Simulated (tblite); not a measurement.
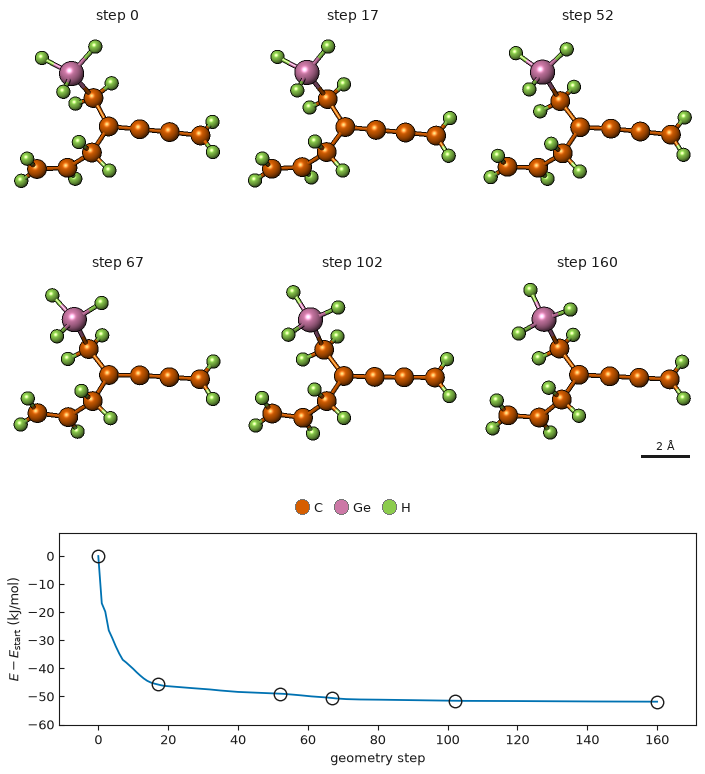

Frames of a relaxation of C$_{8}$H$_{12}$Ge, marked on the history of the run. Style: ball-and-stick. Shown face on.

Method: GFN2-xTB geometry optimisation, gas phase in tblite. 

What happens along the run?

Answer. The largest move after the best rigid fit is that of an H atom, 1.01 Å. Largest moves by element: H 1.01 Å, C 0.23 Å, Ge 0.12 Å. Among the contacts that change: Ge–H 1.579 → 1.495 Å, C–Ge 1.929 → 1.986 Å, C–H 1.133 → 1.093 Å, Ge–H 1.538 → 1.498 Å. Among the angles between lasting bonds that change: C–C–C 124.4° → 116.5°, C–Ge–H 106.0° → 111.2°, H–C–H 122.1° → 117.0°. Groups turn about C–Ge by about 50°. Over 160 geometry steps the energy falls by 51.8 kJ/mol. Cost: 1.1 s on 1 thread of Arm Neoverse V2 (shared host). From step 0 to 17: an H atom moves most (0.31 Å), energy −45.7 kJ/mol. From step 17 to 52: an H atom moves most (0.31 Å), energy −3.27 kJ/mol. From step 52 to 67: an H atom moves most (0.38 Å), energy −1.55 kJ/mol. From step 67 to 102: an H atom moves most (0.29 Å), energy −0.98 kJ/mol. From step 102 to 160: an H atom moves most (0.23 Å), energy −0.32 kJ/mol.

| step | E − E(0), kJ/mol |
| --- | --- |
| 0 | 0.00 |
| 1 | -16.82 |
| 2 | -19.79 |
| 3 | -26.46 |
| 4 | -29.18 |
| 5 | -32.12 |
| 6 | -34.72 |
| 7 | -36.92 |
| 8 | -37.91 |
| 9 | -39.04 |
| 10 | -40.16 |
| 18 | -46.01 |
| 26 | -46.94 |
| 34 | -47.76 |
| 42 | -48.48 |
| 49 | -48.84 |
| 57 | -49.47 |
| 65 | -50.32 |
| 73 | -51.01 |
| 81 | -51.15 |
| 89 | -51.29 |
| 97 | -51.42 |
| 105 | -51.56 |
| 113 | -51.60 |
| 121 | -51.63 |
| 128 | -51.65 |
| 136 | -51.74 |
| 144 | -51.78 |
| 152 | -51.81 |
| 160 | -51.84 |
